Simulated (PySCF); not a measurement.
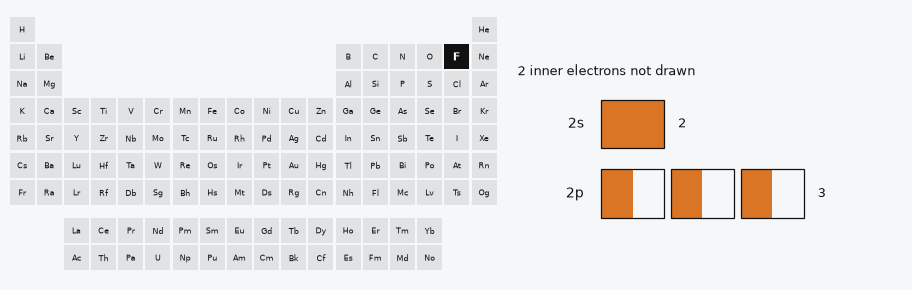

Fig. 1: Left, the place of fluorine in the periodic table; right, the outer shells of the nominal configuration: a box for each of the 2l + 1 orbitals, shaded by the share of the shell that is filled, with the electron count at the right.

**F²⁺: atomic calculation**

System: F²⁺, configuration 1s2 2s2 2p3, multiplicity 4.
Method: unrestricted r2SCAN0, aug-cc-pVTZ, non-relativistic, point nucleus (PySCF).

### Output (extracts)
```
damping factor = 0
level_shift factor = 0
DIIS = <class 'pyscf.scf.diis.CDIIS'>
diis_start_cycle = 1
diis_space = 10
diis_damp = 0
SCF conv_tol = 1e-09
SCF conv_tol_grad = None
number electrons alpha = 5  beta = 2
XC functionals = HYB_MGGA_XC_R2SCAN0
    M. Bursch, H. Neugebauer, S. Ehlert, and S. Grimme.,  J. Chem. Phys. 156, 134105 (2022)
cycle= 1 E= -97.7909592018132  delta_E= -0.000652  |g|= 0.00374  |ddm|= 0.0912
cycle= 2 E= -97.7909642982629  delta_E= -5.1e-06  |g|= 0.000731  |ddm|= 0.00721
cycle= 3 E= -97.7909644310891  delta_E= -1.33e-07  |g|= 0.000164  |ddm|= 0.00124
cycle= 4 E= -97.7909644374591  delta_E= -6.37e-09  |g|= 1.18e-05  |ddm|= 0.00025
cycle= 5 E= -97.7909644375202  delta_E= -6.11e-11  |g|= 5.19e-07  |ddm|= 2.19e-05
converged SCF energy = -97.7909644375202  <S^2> = 3.7526125  2S+1 = 4.001306
```

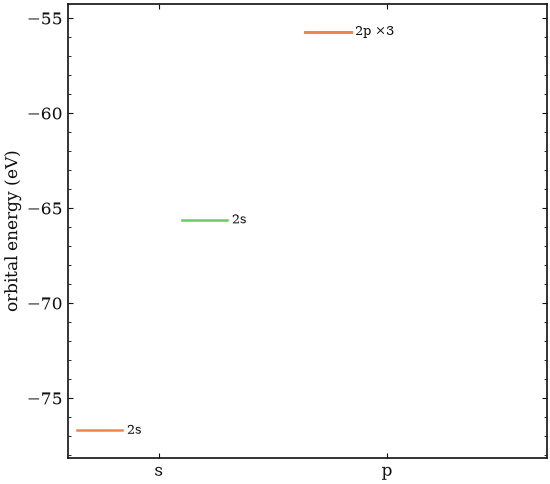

Fig. 2: Orbital energies of the mean field, from the top down to −76.7 eV, by angular momentum, α spin at the left of each column and β at the right; ×n counts the orbitals under one label. The highest filled orbital is 2p α at −55.7 eV, the lowest empty one p β at −40.3 eV.

### Input
```python
from pyscf import gto, scf, dft, mp, cc
import basis_set_exchange as bse
mol = gto.M(atom="F 0 0 0", charge=2, spin=3, symmetry="D2h",
            basis=gto.basis.parse(bse.get_basis("aug-cc-pVTZ", elements=["F"], fmt="nwchem")))
mf = dft.UKS(mol, xc="HYB_MGGA_XC_R2SCAN0")
mf.irrep_nelec = {'Ag': (2, 2), 'B1u': (1, 0), 'B2u': (1, 0), 'B3u': (1, 0)}
mf.kernel()
```

The script is an equivalent of what the driver set up; the driver started from orbitals of its own, so the log can be shorter than this script's would be, and it computed the properties (radii, ⟨L²⟩, response) afterwards. It held the occupations shell by shell, which the script's counts by irreducible representation don't always enforce.

### Key numbers

- outcome: converged
- total energy: −97.790964 hartree
- kinetic energy: 97.503664 hartree
- ⟨S²⟩: 3.753
- SCF iterations: 5
- hardware: 1 CPU thread, shared host
- CPU time: 1.1 s (integrals apart)
